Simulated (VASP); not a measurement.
Band structure of MgO (rock salt). Method: PBEsol GGA, VASP's PBE PAW potentials (set 64) (plane waves; VASP).

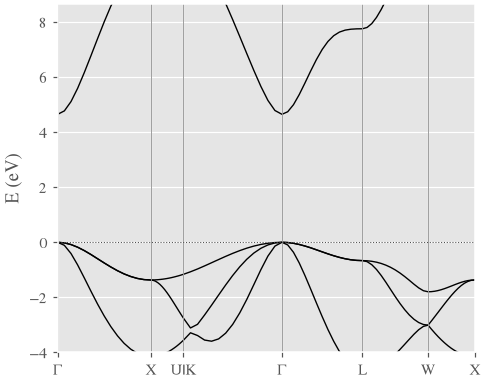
*Bands along high-symmetry lines, zero at the valence-band maximum or, without a gap, the Fermi level*

Read the plot: is there a gap, and where are the band edges?

The gap is direct, 4.65 eV, from the valence maximum at Γ to the conduction minimum at Γ. (Edges off the drawn lines would not show.)

Measured: gap 8.36 eV (computed value off by -3.71 eV), as given by Wei Chen et al., Physical Review Materials (2018), doi:10.1103/physrevmaterials.2.073803 [zero-point renormalisation of 0.53 eV added back (the table's ZPR column)].

The compound is MgO in the rock salt structure. The cell was not relaxed at this level.
